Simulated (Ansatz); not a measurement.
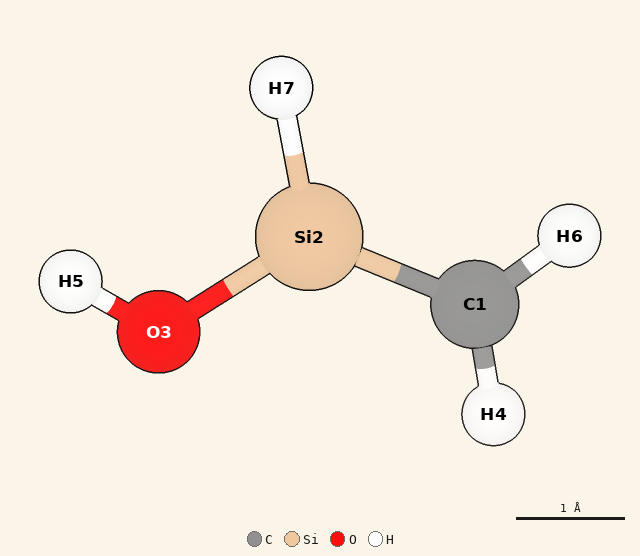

Orthographic view with a scale bar. The geometry was computed by an optimisation with PBE-D4/def2-SVP. No frequency run is at hand to confirm it as a minimum.

Reconstruct the coordinates (Å) as seen: x to the right, y up, z towards the viewer, origin at the mean of the atomic positions.

```xyz
7
CH4OSi
C    1.29  -0.32  -0.22
Si  -0.26   0.31   0.13
O   -1.66  -0.57  -0.04
H    1.46  -1.34  -0.58
H   -2.49  -0.10   0.18
H    2.17   0.32  -0.09
H   -0.52   1.70   0.62
```
